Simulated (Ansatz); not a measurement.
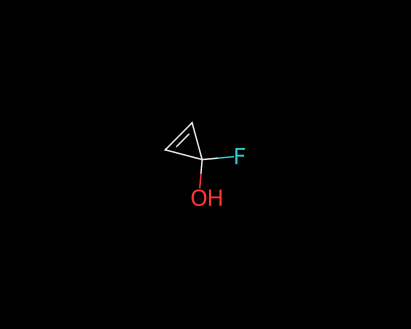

Question: Write the SMILES.

Answer: OC1(F)C=C1

Question: What is the molecular formula?

Answer: C3H3FO.

More results for the same structure follow; atom numbers are the same in all pictures, views and colours differ. The geometry was computed by an optimisation with PBE0-D4/def2-TZVP.

### Vibrations

Harmonic vibrations computed with RKS PBE0-D4/def2-TZVP (Ansatz 0.2.0) at a stationary point of the same level.

Question: How many vibrational modes are there, and where do they lie?

Answer: 18 modes: 236, 394, 426, 499, 525, 700, 796, 925, 945, 953, 1083, 1131, 1268, 1439, 1694, 3254, 3293, 3838 cm⁻¹.

### Electronic properties

Method: RKS BLYP-D4/def2-TZVPP (Ansatz 0.2.0).

Predict the main results.

- HOMO energy (Kohn–Sham orbital): −6.25 eV
- LUMO energy (Kohn–Sham orbital): −1.35 eV
- HOMO–LUMO gap: 4.90 eV
- dispersion correction: −28.5 kJ/mol

### Dipole moment

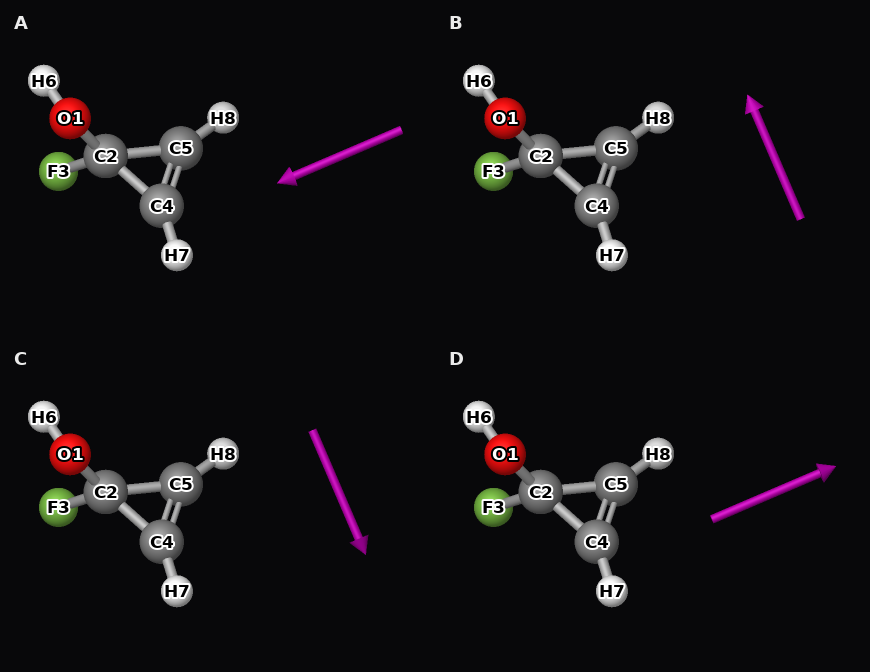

The same molecule four times, each with an arrow. Level of theory: RKS PBE0-D4/def2-TZVP (Ansatz 0.2.0).

Question: Which arrow points along the dipole moment, from the negative to the positive end?

Answer: D. The dipole moment is 1.76 D; it points from the side of F3 to the side of H8 (the outermost atoms at the two ends).
